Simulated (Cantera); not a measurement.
Charge: 1 mol Si, 0.046 mol N2O, 81 mol N2, 0.083 mol CO2, 0.0049 mol H2O, equilibrated at 36.0 Pa.

Equilibrium computed with Cantera from the NASA thermochemical tables; the gas is ideal and each condensed phase is pure. Candidate condensed phases: C, C6H6, C7H8, C8H18, H2O, Si, SiC, SiO2, Si2N2O, Si3N4; 151 gas species. Mutual solubility and eutectic melting of coexisting phases are not modelled. The tables' values for SiN are old estimates; treat these amounts as uncertain. Equilibrium is a limit: real reactors are often held back by kinetics, nucleation or transport.

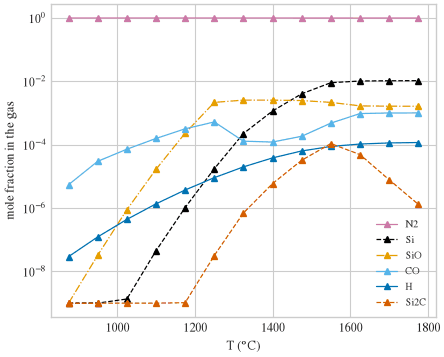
Figure. Equilibrium gas composition (values under 1e-9 drawn at 1e-9)

Read off the mole fractions at 1100 °C.

N2 about 1.00, CO about 0.00016, SiO about 1.7e-5, H about 1.4e-6, Si about 4.5e-8.
